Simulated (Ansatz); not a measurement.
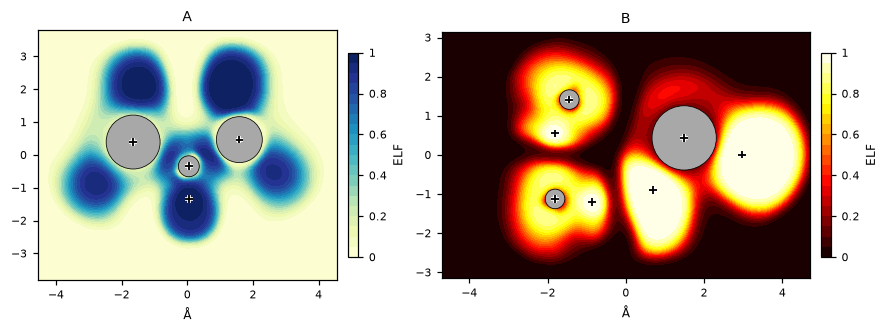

The ELF of 2 systems, each on a plane through atoms (crosses mark nuclei in the plane; grey discs cover the cores).

The calculation used RKS B3LYP-D4/def2-SVP in Ansatz 0.2.0.

System 1: GeH$_{7}$NSi, the plane of atoms Si1, N2 and Ge3. 

```yaml
atoms:
  - { symbol: Si, position_ang: [-1.1657, 0.5332, -0.9562] }
  - { symbol: N, position_ang: [0.4546, 0.3217, -0.3603] }
  - { symbol: Ge, position_ang: [1.0345, -0.6833, 1.0797] }
  - { symbol: H, position_ang: [-1.9633, -0.6475, -0.5172] }
  - { symbol: H, position_ang: [-1.1612, 0.6184, -2.4484] }
  - { symbol: H, position_ang: [-1.8544, 1.7655, -0.4529] }
  - { symbol: H, position_ang: [1.1626, 0.9474, -0.7389] }
  - { symbol: H, position_ang: [0.0173, -1.8239, 1.2641] }
  - { symbol: H, position_ang: [1.1199, 0.1515, 2.3813] }
  - { symbol: H, position_ang: [2.4389, -1.2342, 0.7515] }
```

System 2: GeH$_{4}$···HF···HF, the plane of atoms H2, Ge1 and H3. 

| atom | x (Å) | y (Å) | z (Å) |
| --- | --- | --- | --- |
| Ge | -0.8623 | 0.5405 | -0.8824 |
| H | 0.4332 | 1.0961 | -0.2170 |
| H | -1.3504 | 1.6764 | -1.8035 |
| H | -1.8920 | 0.2561 | 0.2143 |
| H | -0.4986 | -0.6995 | -1.7034 |
| H | 0.7878 | -1.3776 | 1.2487 |
| F | 0.0185 | -1.8094 | 0.9271 |
| H | 1.4635 | 0.4510 | 0.8112 |
| F | 1.9003 | -0.1335 | 1.4050 |

Match each panel to its system.

Panel A is system 1, GeH$_{7}$NSi: the plane holds Si, N, Ge and H. Si–N (1.74 Å): the ELF peaks at about 0.90 between the atoms, as expected for a shared but strongly polarised pair. Panel B is system 2, GeH$_{4}$···HF···HF: the plane holds Ge, H and F. F9···H6 (1.68 Å): the ELF dips to about 0.10 between them: by its geometry a hydrogen bond between the two molecules, with no shared pair.
